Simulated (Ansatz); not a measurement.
**Fields on a plane of SrVO3 (cubic perovskite)**

```yaml
crystal:
  lattice:
    - [3.85762, 0.00000, 0.00000]
    - [0.00000, 3.85762, 0.00000]
    - [0.00000, 0.00000, 3.85762]
  atoms:
    - { symbol: Sr, position: [0.00000, 0.00000, 0.00000] }
    - { symbol: V, position: [0.50000, 0.50000, 0.50000] }
    - { symbol: O, position: [0.00000, 0.50000, 0.50000] }
    - { symbol: O, position: [0.50000, 0.50000, 0.00000] }
    - { symbol: O, position: [0.50000, 0.00000, 0.50000] }
```

The slice is a {210} plane (indices of the conventional cell) through the point (0.500, 0.000, 0.500) (fractional), spanned by u = [100] and v = [021] in vectors of this cell: u (3.86 Å) and v (8.63 Å, at 90° to u). It covers one period; positions are fractions (u, v).

Atoms on it: Sr at (0.50, 0.50); O at (0.00, 0.00). Other atoms lie within 1 Å of the plane.

Method: PBE (plane waves to 420 eV, PAW, scalar-relativistic; Ansatz, a program for electronic structure). k mesh 12×12×12. These are valence fields of a PAW run, semicore shells included where kept as valence: close to a nucleus they are smooth pseudo fields. SrVO3 is run without spin polarisation and with no Hubbard U. SrVO3 was relaxed with its symmetry unable to fall.

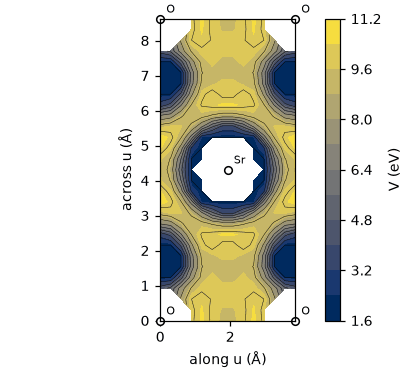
Figure: Electrostatic potential energy of an electron, from the cell's mean, in eV, one period of the plane, atoms marked. Points within 0.8 Å of a nucleus are left white, as the pseudised field means little there. Values under 2 eV are set to 2. The zero, the cell's mean, hangs on the PAW cores.

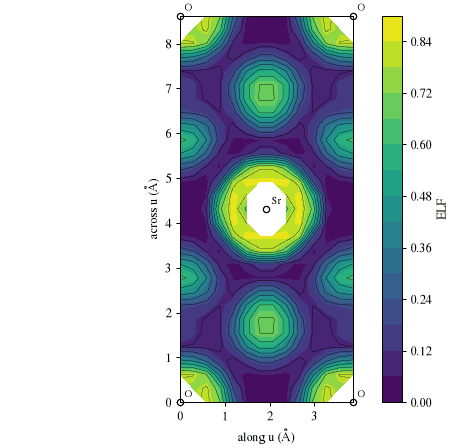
Fig. 1. Electron localisation function (ELF), one period of the plane, atoms marked. Points within 0.4 Å of a nucleus are left white, as the pseudised field means little there.
